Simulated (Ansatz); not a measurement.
The starting structures come from a database of crystals and need not be the phases stable at ambient conditions.

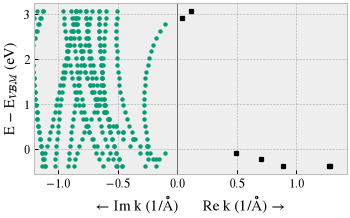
Figure. Complex bands at the centre of the two-dimensional zone; r2SCAN (Ansatz, a first-principles code)

The gap is the functional's own, uncorrected, and κ follows it; spin-orbit coupling is left out. Mid-gap means the computed energy nearest the middle.

Question: This is Mg$_{2}$NF (I4_1/amd, 8 atoms a cell, 11.0 Å³ an atom) along the normal of (100). Read off the slowest decay at the centre of the two-dimensional zone at 1.43 eV, the computed energy nearest the middle of the gap.

Answer: κ ≈ 0.27 1/Å, a decay length 1/(2κ) of the density of 1.8 Å.
